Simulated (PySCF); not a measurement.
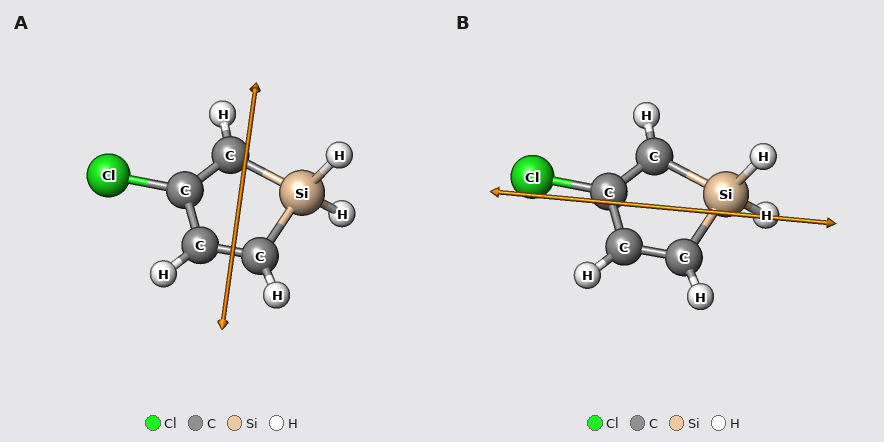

The double arrows show the directions of two transition dipoles from the ground state (lengths mean nothing). The computed structure is the end point of a PBE0-D3(BJ)/def2-SVP optimisation. No frequency run is at hand to confirm it as a minimum. Level of theory: TDDFT PBE0/def2-SVPD, vertical, IEF-PCM acetone (non-equilibrium linear response), core orbitals frozen in the response (PySCF 2.14.0).

Question. One belongs to singlet state 1 and one to singlet state 3. Which is which?

Answer. A: state 1, 4.33 eV (286 nm), oscillator strength 0.053, mainly HOMO → LUMO (weight 0.98).
B: state 3, 5.89 eV (210 nm), oscillator strength 0.18, mainly HOMO−1 → LUMO (weight 0.89).
